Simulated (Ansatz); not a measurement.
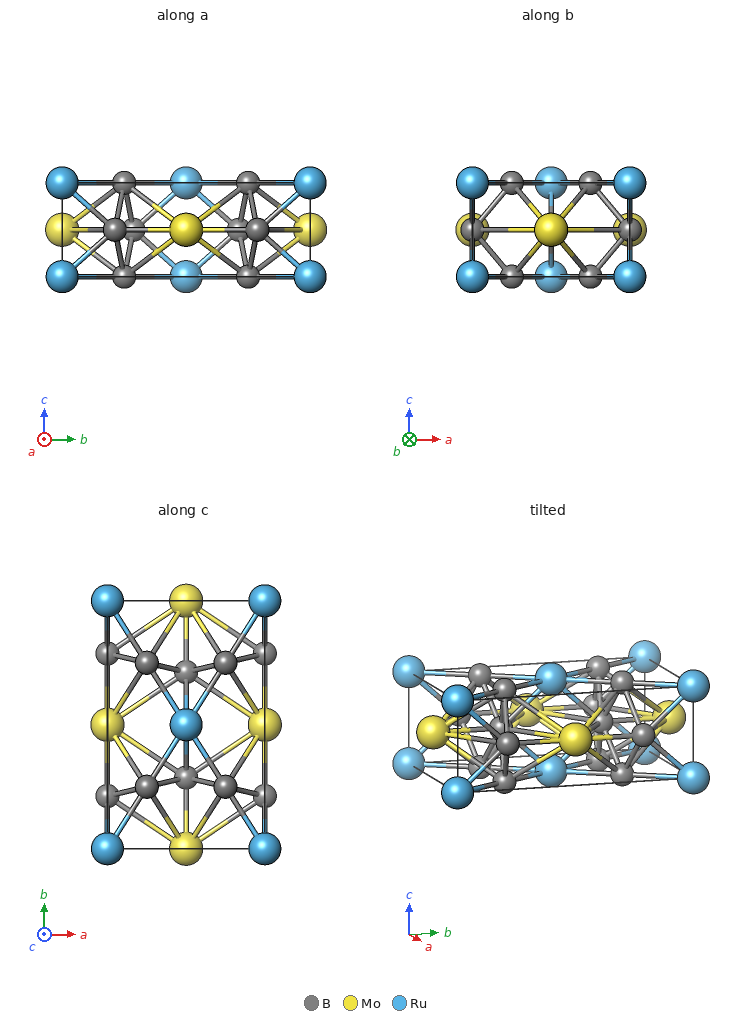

View along the a axis, along the b axis, along the c axis and slightly off an axis, drawn as a ball-and-stick model. The frame is the conventional unit cell; atoms at its boundary are shown with their periodic copies.

Lattice parameters: a = 4.8577 Å, b = 7.6534 Å, c = 2.8930 Å, α = 90.000°, β = 90.000°, γ = 90.000°.

### Express the structure as a CIF in P1 with every atom of the cell, with free fractional coordinates to two decimals.

```cif
data_structure
_symmetry_space_group_name_H-M 'P 1'
_symmetry_Int_Tables_number 1
_cell_length_a 4.8577
_cell_length_b 7.6534
_cell_length_c 2.8930
_cell_angle_alpha 90.000
_cell_angle_beta 90.000
_cell_angle_gamma 90.000
_cell_volume 107.55
loop_
_atom_site_label
_atom_site_type_symbol
_atom_site_fract_x
_atom_site_fract_y
_atom_site_fract_z
_atom_site_occupancy
B1 B 0.50 0.29 0.50 1
B2 B 0.50 0.71 0.50 1
B3 B 0.25 0.25 0.00 1
B4 B 0.25 0.75 0.00 1
Mo1 Mo 0.50 0.00 0.50 1
Ru1 Ru 0.00 0.00 0.00 1
B5 B 0.00 0.79 0.50 1
B6 B 0.00 0.21 0.50 1
B7 B 0.75 0.75 0.00 1
B8 B 0.75 0.25 0.00 1
Mo2 Mo 0.00 0.50 0.50 1
Ru2 Ru 0.50 0.50 0.00 1
```

Origin of the cell: a structure type filled with these elements by a generator (whether the compound takes this form wasn't checked). Earlier steps of the study may have refined or changed the cell and positions. It went into a calculation with Ansatz.
